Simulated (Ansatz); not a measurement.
**C4H4F4: shape, modes and thermochemistry**

Aim: relax C4H4F4 from a cheap starting geometry, check the end point by its vibrations and derive ideal-gas thermochemistry, and look at its orbitals and charge.

Program: Ansatz 0.2.0, Gaussian basis. Level of theory: RKS PBE0-D4/def2-TZVP. These are calculated values, not measurements.

Levels to be run: relaxation at PBE-D4/def2-SVP; relaxation at PBE0-D4/def2-TZVP; harmonic vibrations at the same level; a single point in def2-TZVPP for the fields.

## (1) Where the work starts

SMILES `CC(F)=CC(F)(F)F`, 12 atoms, charge 0, spin multiplicity 1.

Atoms are counted from 1 here; the program's logs count them from 0.

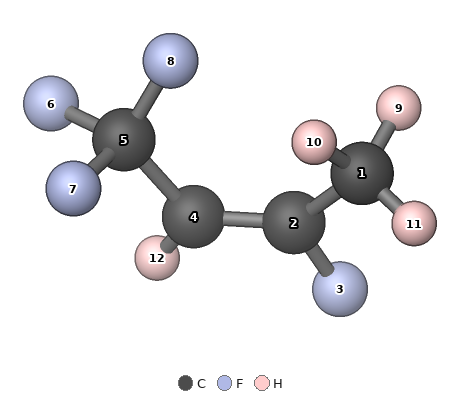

The starting geometry (carbon dark grey, fluorine light blue, hydrogen pink); atoms are numbered from 1 in the order of the file.

The start is a force-field geometry with small random shifts, so a cheaper pass at PBE-D4/def2-SVP comes first.

## (2) Optimising with PBE-D4/def2-SVP (cheap first pass)

Contents of in.yaml:

```yaml
crystal:
  periodic: [false, false, false]
  atoms:
    - {symbol: C, position_ang: [0.313000, -1.651000, -0.203600]}
    - {symbol: C, position_ang: [0.640300, -0.464800, 0.666100]}
    - {symbol: F, position_ang: [1.485700, -0.723900, 1.653100]}
    - {symbol: C, position_ang: [0.312500, 0.820700, 0.544900]}
    - {symbol: C, position_ang: [-0.731000, 1.366400, -0.437000]}
    - {symbol: F, position_ang: [-1.484100, 2.360500, 0.156600]}
    - {symbol: F, position_ang: [-0.077300, 1.941900, -1.473600]}
    - {symbol: F, position_ang: [-1.560700, 0.472600, -0.918600]}
    - {symbol: H, position_ang: [-0.515200, -2.186700, 0.300900]}
    - {symbol: H, position_ang: [-0.077100, -1.283000, -1.178300]}
    - {symbol: H, position_ang: [1.126100, -2.249300, -0.351500]}
    - {symbol: H, position_ang: [0.644800, 1.541300, 1.275000]}
basis:
  gaussian: {orbitals: def2-SVP}
hamiltonian: {xc: pbe, dispersion: d4}
relax: {f_tol: 0.03, max_steps: 200}
```

The run is started by

```
$ ansatz run in.yaml --threads 4 --pin off --events-out ev --progress --plain --max-ram 11315MiB
```

The program printed, cut to the lines that bear on the results:

```text
Functional definition: PBE
  name "PBE"
  cite "Perdew, Burke & Ernzerhof, Phys. Rev. Lett. 77, 3865 (1996) doi:10.1103/PhysRevLett.77.3865"
  parent pbe
[...]
1456 factors; their error is unknown
[...]
mean field -15053.16268493 eV, -553.1935252712 hartree, gradient 5.8e-5 eV, S^2 0.000000; 0 other end points of the search recorded, 0 dependent functions left out
[...]
reference -15053.16271136 eV, -553.1935262423 hartree; 32, 32 occupied and 100, 100 virtual orbitals, 1456 factors
relax step   1: F+E_penalty+E_count = -15053.40162482 eV  Δ(F+E_penalty+E_count) = +0.000e0 eV  max|allowed force component| = 3.291e0 eV/Å  Δτ_max = 0.0000 Å  (30 SCF iters, accepted)
[...]
relax step   3: F+E_penalty+E_count = -15053.73985917 eV  Δ(F+E_penalty+E_count) = -4.521e-2 eV  max|allowed force component| = 3.502e-1 eV/Å  Δτ_max = 0.0747 Å  (30 SCF iters, accepted)
[...]
relax step   5: F+E_penalty+E_count = -15053.75075003 eV  Δ(F+E_penalty+E_count) = -2.308e-3 eV  max|allowed force component| = 4.739e-2 eV/Å  Δτ_max = 0.0193 Å  (32 SCF iters, accepted)
[...]
relax step   7: F+E_penalty+E_count = -15053.75301191 eV  Δ(F+E_penalty+E_count) = +6.367e-4 eV  max|allowed force component| = 3.803e-1 eV/Å  Δτ_max = 0.0463 Å  (32 SCF iters, rejected (line search))
[...]
1456 factors; their error is unknown
[...]
mean field -15053.52067138 eV, -553.2066810306 hartree, gradient 3.0e-5 eV, S^2 0.000000; 1 other end points of the search recorded, 0 dependent functions left out
[...]
reference -15053.52069824 eV, -553.2066820175 hartree; 32, 32 occupied and 100, 100 virtual orbitals, 1456 factors
Total energy: -15053.75764066 eV, -553.2153894909 hartree
Atom 0 at     0.274564    -1.639834    -0.185044 Å, force    -0.009810    -0.026609     0.022021 eV/Å
Atom 1 at     0.599717    -0.463063     0.666970 Å, force     0.020056     0.018783    -0.014313 eV/Å
Atom 2 at     1.438367    -0.785995     1.673884 Å, force    -0.008250    -0.004091     0.005968 eV/Å
Atom 3 at     0.199164     0.821775     0.587400 Å, force    -0.002414     0.012894    -0.003713 eV/Å
Atom 4 at    -0.686248     1.423154    -0.455272 Å, force    -0.003610     0.002394     0.016334 eV/Å
Atom 5 at    -1.411375     2.436300     0.077315 Å, force     0.006630    -0.005422    -0.011678 eV/Å
Atom 6 at     0.024398     1.949846    -1.488117 Å, force    -0.003938    -0.005934     0.007128 eV/Å
Atom 7 at    -1.567702     0.541665    -1.000109 Å, force     0.000940     0.001231    -0.001480 eV/Å
Atom 8 at    -0.243384    -2.410913     0.424528 Å, force     0.011770     0.017379    -0.019755 eV/Å
Atom 9 at    -0.365177    -1.366937    -1.040010 Å, force     0.013745    -0.013760     0.005059 eV/Å
Atom 10 at     1.217676    -2.097956    -0.549857 Å, force    -0.023566     0.012551    -0.006544 eV/Å
Atom 11 at     0.596999     1.536658     1.322310 Å, force    -0.001553    -0.009416     0.000972 eV/Å
Dipole moment:     0.117813    -0.352111     0.050683 e Å
```

Run time: 18 s. Hardware: 4 threads of Arm Neoverse V1, shared host.

The steps of the relaxation:

```
step  energy from step 1 (eV)  largest force component (eV/Å)
   1                   0.0000                          3.2912
   2                  -0.2930                          0.9563
   3                  -0.3382                          0.3502
   4                  -0.3468                          0.1470
   5                  -0.3491                          0.0474
   6                  -0.3520                          0.0937
   7                  -0.3514                          0.3803
   8                  -0.3535                          0.0145
   9                  -0.3550                          0.1224
  10                  -0.3560                          0.0266
```

The force was under the threshold of 0.03 eV/Å already at step 8, but the program went on to step 10.

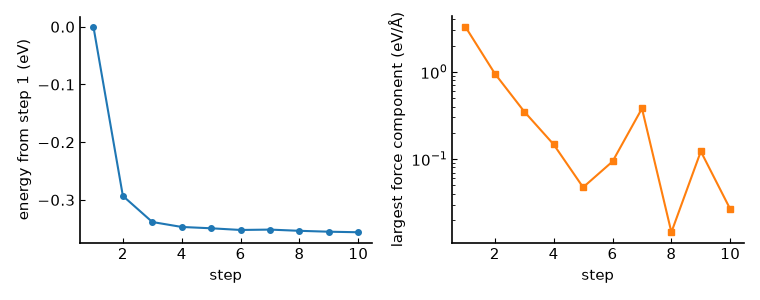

Energy and force, step by step.

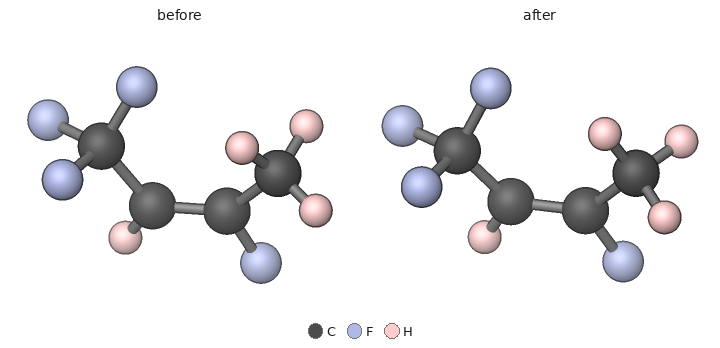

Before and after, at one scale.

Distances of close pairs at the start and the end, largest changes first:

```
  bond  before (Å)  after (Å)  change (Å)
C1–H11       1.020      1.110      +0.090
 C5–F8       1.311      1.360      +0.049
 C4–C5       1.533      1.494      -0.039
 C5–F6       1.381      1.355      -0.026
 C2–F3       1.325      1.350      +0.024
C4–H12       1.078      1.100      +0.021
 C1–C2       1.507      1.489      -0.018
 C2–C4       1.332      1.348      +0.016
```

## (3) Relaxation at PBE0-D4/def2-TZVP

Contents of in.yaml:

```yaml
crystal:
  periodic: [false, false, false]
  atoms:
    - {symbol: C, position_ang: [0.274564, -1.639834, -0.185044]}
    - {symbol: C, position_ang: [0.599717, -0.463063, 0.666970]}
    - {symbol: F, position_ang: [1.438367, -0.785995, 1.673884]}
    - {symbol: C, position_ang: [0.199164, 0.821775, 0.587400]}
    - {symbol: C, position_ang: [-0.686248, 1.423154, -0.455272]}
    - {symbol: F, position_ang: [-1.411375, 2.436300, 0.077315]}
    - {symbol: F, position_ang: [0.024398, 1.949846, -1.488117]}
    - {symbol: F, position_ang: [-1.567702, 0.541665, -1.000109]}
    - {symbol: H, position_ang: [-0.243384, -2.410913, 0.424528]}
    - {symbol: H, position_ang: [-0.365177, -1.366937, -1.040010]}
    - {symbol: H, position_ang: [1.217676, -2.097956, -0.549857]}
    - {symbol: H, position_ang: [0.596999, 1.536658, 1.322310]}
basis:
  gaussian: {orbitals: def2-TZVP}
hamiltonian: {xc: pbe0, dispersion: d4}
relax: {f_tol: 0.005, max_steps: 150}
```

Launched as before.

The program printed, cut to the lines that bear on the results:

```text
Functional definition: PBE0
  name "PBE0"
  cite "Adamo & Barone, J. Chem. Phys. 110, 6158 (1999) doi:10.1063/1.478522"
  cite "Perdew, Burke & Ernzerhof, Phys. Rev. Lett. 77, 3865 (1996) doi:10.1103/PhysRevLett.77.3865"
  parent pbe
[...]
1520 factors; their error is unknown
[...]
mean field -15071.56259820 eV, -553.8697096117 hartree, gradient 2.1e-5 eV, S^2 0.000000; 0 other end points of the search recorded, 0 dependent functions left out
[...]
reference -15071.56262197 eV, -553.8697104853 hartree; 32, 32 occupied and 240, 240 virtual orbitals, 1520 factors
relax step   1: F+E_penalty+E_count = -15071.76151953 eV  Δ(F+E_penalty+E_count) = +0.000e0 eV  max|allowed force component| = 7.337e-1 eV/Å  Δτ_max = 0.0000 Å  (29 SCF iters, accepted)
[...]
Atom 2 at     1.316675    -0.831926     1.744087 Å, force     0.000040     0.000261    -0.000262 eV/Å
Atom 3 at     0.137461     0.801406     0.676523 Å, force    -0.000130    -0.001236    -0.001266 eV/Å
Atom 4 at    -0.699817     1.356009    -0.421202 Å, force     0.000675    -0.000785     0.001427 eV/Å
Atom 5 at    -0.983575     2.640720    -0.182197 Å, force    -0.000355     0.001083     0.000291 eV/Å
Atom 6 at    -0.096810     1.301696    -1.622617 Å, force     0.000573     0.000060    -0.001532 eV/Å
Atom 7 at    -1.872669     0.712840    -0.565554 Å, force    -0.000099    -0.000164     0.000055 eV/Å
Atom 8 at    -0.128232    -2.386857     0.233596 Å, force     0.000305    -0.000028    -0.000456 eV/Å
Atom 9 at    -0.245785    -1.230234    -1.110388 Å, force     0.000084     0.000026     0.000129 eV/Å
Atom 10 at     1.329498    -1.899789    -0.632763 Å, force    -0.000139     0.000296     0.000070 eV/Å
Atom 11 at     0.388425     1.479546     1.480337 Å, force    -0.000544     0.000928     0.000880 eV/Å
Dipole moment:     0.142037    -0.336356     0.049785 e Å
```

Wall time 2.8 min (4 threads of Arm Neoverse V1, shared host); peak memory 0.92 GiB.

Step by step: (the energy doesn't fall at every step)

```
step  energy from step 1 (eV)  largest force component (eV/Å)
   1                   0.0000                          0.7337
   2                  -0.0592                          0.2581
   3                  -0.0657                          0.0454
   4                  -0.0657                          0.0164
   5                  -0.0658                          0.0138
   6                  -0.0659                          0.0103
   7                  -0.0666                          0.0531
   8                  -0.0666                          0.1418
   9                  -0.0673                          0.0247
  10                  -0.0679                          0.1292
  11                  -0.0685                          0.1179
  12                  -0.0693                          0.0691
  13                  -0.0707                          0.0744
  14                  -0.0691                          0.3363
  15                  -0.0704                          0.2772
  16                  -0.0716                          0.0385
  17                  -0.0731                          0.1042
  18                  -0.0733                          0.1467
  19                  -0.0745                          0.0658
  20                  -0.0751                          0.0569
  21                  -0.0754                          0.0380
  22                  -0.0756                          0.0446
  23                  -0.0757                          0.0192
  24                  -0.0758                          0.0017
  25                  -0.0758                          0.0076
  26                  -0.0758                          0.0074
  27                  -0.0758                          0.0015
```

The force was under the threshold of 0.005 eV/Å already at step 24, but the program went on to step 27.

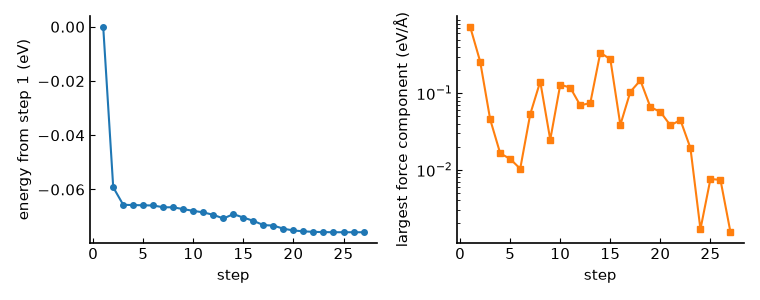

Energy and force, step by step.

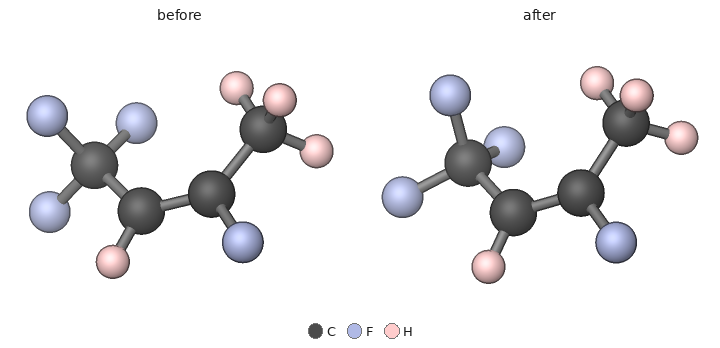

Before and after, at one scale.

Distances of close pairs at the start and the end, largest changes first:

```
  bond  before (Å)  after (Å)  change (Å)
 C2–C4       1.348      1.325      -0.023
C4–H12       1.100      1.081      -0.019
 C1–H9       1.111      1.093      -0.018
 C5–F6       1.355      1.337      -0.018
C1–H11       1.110      1.093      -0.017
C1–H10       1.102      1.087      -0.015
 C5–F8       1.360      1.345      -0.015
 C5–F7       1.360      1.345      -0.015
```

Mulliken charges at the end point, from the run's report:

```
atom  value (e)
  C1      -0.36
  C2       0.24
  F3      -0.18
  C4      -0.31
  C5       0.50
  F6      -0.16
  F7      -0.17
  F8      -0.17
  H9       0.15
 H10       0.15
 H11       0.15
 H12       0.16
```

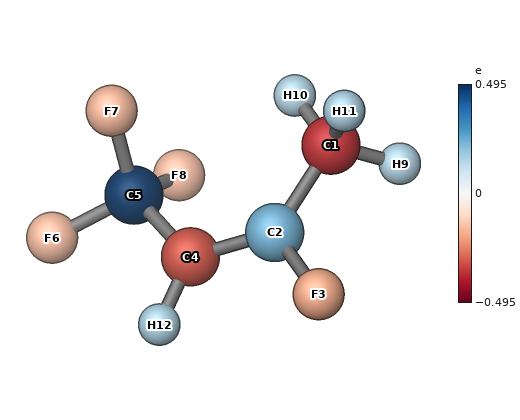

Mulliken charges at the end point, from the run's report, as colours on the atoms.

## (4) Vibrations by finite differences

Contents of in.yaml:

```yaml
crystal:
  periodic: [false, false, false]
  atoms:
    - {symbol: C, position_ang: [0.361706, -1.547525, -0.266651]}
    - {symbol: C, position_ang: [0.570122, -0.451185, 0.700826]}
    - {symbol: F, position_ang: [1.316675, -0.831926, 1.744087]}
    - {symbol: C, position_ang: [0.137461, 0.801406, 0.676523]}
    - {symbol: C, position_ang: [-0.699817, 1.356009, -0.421202]}
    - {symbol: F, position_ang: [-0.983575, 2.640720, -0.182197]}
    - {symbol: F, position_ang: [-0.096810, 1.301696, -1.622617]}
    - {symbol: F, position_ang: [-1.872669, 0.712840, -0.565554]}
    - {symbol: H, position_ang: [-0.128232, -2.386857, 0.233596]}
    - {symbol: H, position_ang: [-0.245785, -1.230234, -1.110388]}
    - {symbol: H, position_ang: [1.329498, -1.899789, -0.632763]}
    - {symbol: H, position_ang: [0.388425, 1.479546, 1.480337]}
basis:
  gaussian: {orbitals: def2-TZVP}
hamiltonian: {xc: pbe0, dispersion: d4}
phonons: {temperatures: {t_min: 298.15, t_max: 900, t_step: 200}}
```

The command is unchanged.

The program printed, cut to the lines that bear on the results:

```text
Functional definition: PBE0
  name "PBE0"
  cite "Adamo & Barone, J. Chem. Phys. 110, 6158 (1999) doi:10.1063/1.478522"
  cite "Perdew, Burke & Ernzerhof, Phys. Rev. Lett. 77, 3865 (1996) doi:10.1103/PhysRevLett.77.3865"
  parent pbe
[...]
1520 factors; their error is unknown
[...]
mean field -15071.63393327 eV, -553.8723311274 hartree, gradient 2.6e-5 eV, S^2 0.000000; 0 other end points of the search recorded, 0 dependent functions left out
[...]
reference -15071.63395642 eV, -553.8723319781 hartree; 32, 32 occupied and 240, 240 virtual orbitals, 1520 factors
[...]
1520 factors; their error is unknown
mean field -15071.63376662 eV, -553.8723250031 hartree, gradient 2.2e-6 eV, S^2 0.000000; 0 other end points of the search recorded, 0 dependent functions left out
[...]
reference -15071.63378977 eV, -553.8723258537 hartree; 32, 32 occupied and 240, 240 virtual orbitals, 1520 factors
[...]
Atom 5 at    -0.983575     2.640720    -0.182197 Å, force    -0.000323     0.001035     0.000273 eV/Å
Atom 6 at    -0.096810     1.301696    -1.622617 Å, force     0.000581     0.000350    -0.001684 eV/Å
Atom 7 at    -1.872669     0.712840    -0.565554 Å, force    -0.000292    -0.000251     0.000094 eV/Å
Atom 8 at    -0.128232    -2.386857     0.233596 Å, force     0.000268     0.000002    -0.000437 eV/Å
Atom 9 at    -0.245785    -1.230234    -1.110388 Å, force     0.000267    -0.000007     0.000109 eV/Å
Atom 10 at     1.329498    -1.899789    -0.632763 Å, force    -0.000164     0.000323     0.000162 eV/Å
Atom 11 at     0.388425     1.479546     1.480337 Å, force    -0.000412     0.000876     0.000900 eV/Å
Dipole moment:     0.142033    -0.336355     0.049787 e Å
Vibrations: 35.15 139.92 162.38 180.26 330.51 380.95 424.22 469.91 495.52 563.26 589.52 708.98 828.55 857.64 931.48 1030.63 1058.83 1141.22 1156.90 1255.03 1303.70 1372.62 1427.35 1461.08 1469.59 1778.48 3062.33 3124.10 3188.53 3241.02 cm⁻¹, zero-point energy 2.118249 eV
```

It took 5.5 min on 4 threads of Arm Neoverse V1, shared host; peak memory 0.98 GiB.

Motions are named by where the mode's potential energy lies. The modes, unscaled (a negative number is an imaginary wavenumber):

```
mode  cm⁻¹                  motion
   1    35                 torsion
   2   140                 torsion
   3   162                    bend
   4   180                 torsion
   5   331                    bend
   6   381   bend with C–C stretch
   7   424                    bend
   8   470                    bend
   9   496                 torsion
  10   563       bend with torsion
  11   590       torsion with bend
  12   709   bend with C–F stretch
  13   829            wag or twist
  14   858     C–C and C–F stretch
  15   931     C–F and C–C stretch
  16  1031                    bend
  17  1059  bend with wag or twist
  18  1141   C–F stretch with bend
  19  1157             C–F stretch
  20  1255   bend with C–F stretch
  21  1304   C–F stretch with bend
  22  1373   bend with C–C stretch
  23  1427                    bend
  24  1461                    bend
  25  1470                    bend
  26  1778             C–C stretch
  27  3062             C–H stretch
  28  3124             C–H stretch
  29  3189             C–H stretch
  30  3241             C–H stretch
```

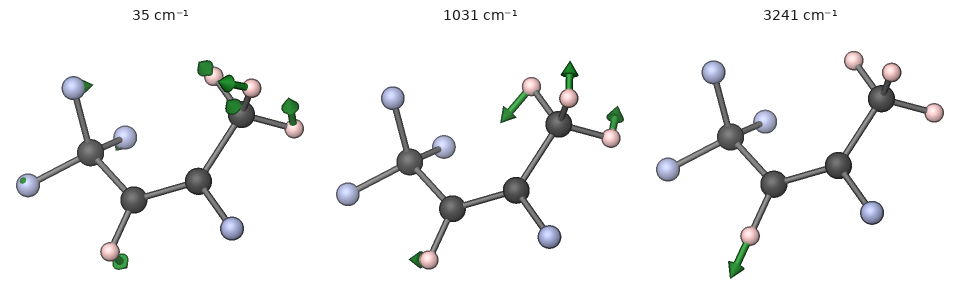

How the atoms move in 3 of the modes.

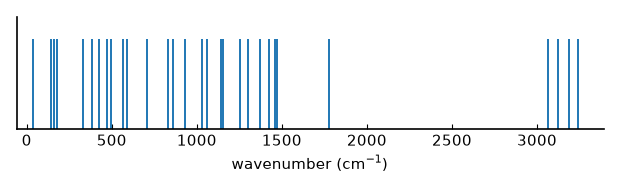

The harmonic wavenumbers as sticks (no intensities were computed).

From these modes and the moments of inertia (298.15 K, 1 bar, symmetry number 1):

```
                term            value
   zero-point energy    48.8 kcal/mol
          H(298) − E    54.4 kcal/mol
entropy, translation  169.4 J/(mol K)
   entropy, rotation  119.1 J/(mol K)
  entropy, vibration   83.2 J/(mol K)
      entropy, total  371.6 J/(mol K)
```

## (5) Fields at the relaxed geometry

Edit in.yaml of step 4 so:

```diff
@@ -16,4 +16,4 @@
 basis:
-  gaussian: {orbitals: def2-TZVP}
+  gaussian: {orbitals: def2-TZVPP}
 hamiltonian: {xc: pbe0, dispersion: d4}
-phonons: {temperatures: {t_min: 298.15, t_max: 900, t_step: 200}}
+output: {orbitals: {seedname: orbitals}}
```

Same command.

The program printed:

```text
Functional definition: PBE0
  name "PBE0"
  cite "Adamo & Barone, J. Chem. Phys. 110, 6158 (1999) doi:10.1063/1.478522"
  cite "Perdew, Burke & Ernzerhof, Phys. Rev. Lett. 77, 3865 (1996) doi:10.1103/PhysRevLett.77.3865"
  parent pbe
  parameter a = 0.25
  parameter kappa = 0.804
  parameter beta = 0.06672455060314922
  exchange = (1 - a)*pbe_x(kappa = kappa, mu = beta*pi^2/3) + a*exact_x
  correlation = pbe_c(beta = beta)
1580 factors; their error is unknown
mean field evaluation 1: about -15064.5905 eV, gradient 6.2e1 eV
mean field evaluation 2: about -15064.2878 eV, gradient 6.3e1 eV
mean field evaluation 4: about -15071.6271 eV, gradient 2.7e0 eV
mean field evaluation 8: about -15071.6337 eV, gradient 4.7e-2 eV
mean field evaluation 16: about -15071.6711 eV, gradient 2.0e-4 eV
mean field -15071.67111406 eV, -553.8736974961 hartree, gradient 5.8e-5 eV, S^2 0.000000; 0 other end points of the search recorded, 0 dependent functions left out
reference -15071.67113760 eV, -553.8736983614 hartree; 32, 32 occupied and 272, 272 virtual orbitals, 1580 factors
Total energy: -15071.87451254 eV, -553.8811722523 hartree
```

Run time: 4.7 s. Hardware: 4 threads of Arm Neoverse V1, shared host; peak memory 0.9 GiB.

The fields below are evaluated on a grid from the run's orbitals.

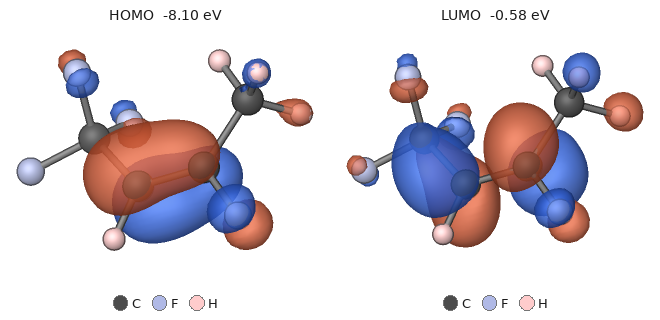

Frontier orbitals at PBE0-D4/def2-TZVPP; each surface holds 70 % of the orbital's density, blue and red mark the sign.

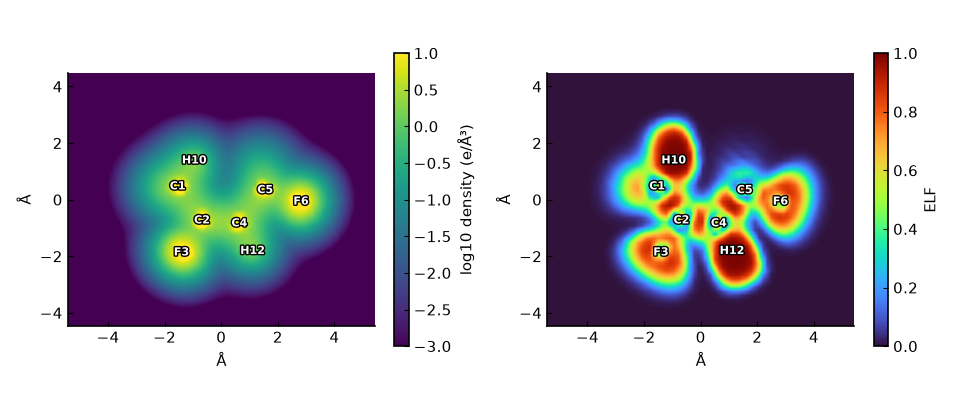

Density (left) and ELF (right) in a plane through or near 8 of the atoms.

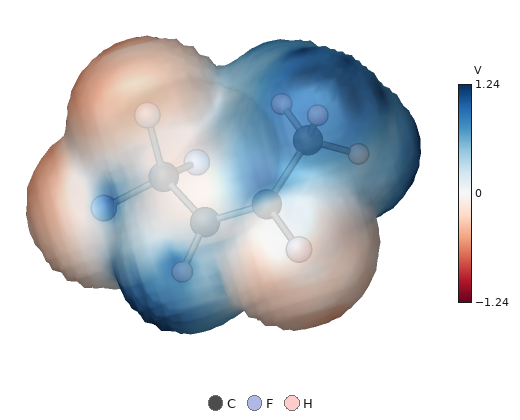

The potential that a unit positive charge feels on the 0.002 e/bohr³ surface, from -0.54 V near F6 to 1.24 V near H12.

## (6) Summary of results

```
                  quantity            value
               point group               Cs
                     steps          10 + 27
shift from the start (rms)          0.394 Å
              total energy   -15071.8373 eV
           dispersion term         -203 meV
             dipole moment           1.77 D
lowest, highest wavenumber    35, 3241 cm⁻¹
         zero-point energy    48.8 kcal/mol
       entropy at 298.15 K  371.6 J/(mol K)
                HOMO, LUMO  -8.10, -0.58 eV
```

What this shows: The atoms moved 0.39 Å (rms) from the start; the bond that changed most is C1–H11, from 1.020 to 1.093 Å. No mode is imaginary: a true minimum at this level. The stiffest mode, 3241 cm⁻¹, is a C–H stretch, and 4 modes under 200 cm⁻¹ make the vibrational entropy uncertain. Harmonic hybrid wavenumbers usually lie a few per cent above measured fundamentals. The largest Mulliken charge, +0.50 e, sits on C5. The HOMO lies mostly on C4 44 %; C2 26 % and the LUMO on C2 38 %; C4 24 %.
